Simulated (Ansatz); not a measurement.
Formation energy of the bound charge states of H interstitial in metastable 2H silicon carbide (start: void with 3C3Si nearest; 96-site cell, 2×2×2 shifted sampling) against the Fermi level, Si-rich (Δμ(H) = -0.22 eV, bounded by CH4 molecule; only phases computed here count, gases as isolated molecules at 0 K). Level of theory: PBE, PAW (plane waves to 420 eV; Ansatz, an electronic-structure program).

Cell and caveats: 96-site cell; 2×2×2 shifted k-points; host gap 2.31 eV; charged states image-corrected; finite-size errors of tenths of an eV; flagged in the runs: a host whose relaxation on this sampling wasn't shown to rest.

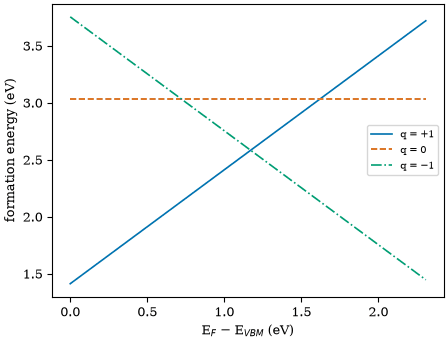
*Formation energy of each charge state against the Fermi level*

Crossings of the lowest lines: (+1/−1) at 1.17 eV. At the valence-band maximum: q = +1: 1.41 eV; q = 0: 3.03 eV; q = −1: 3.75 eV.
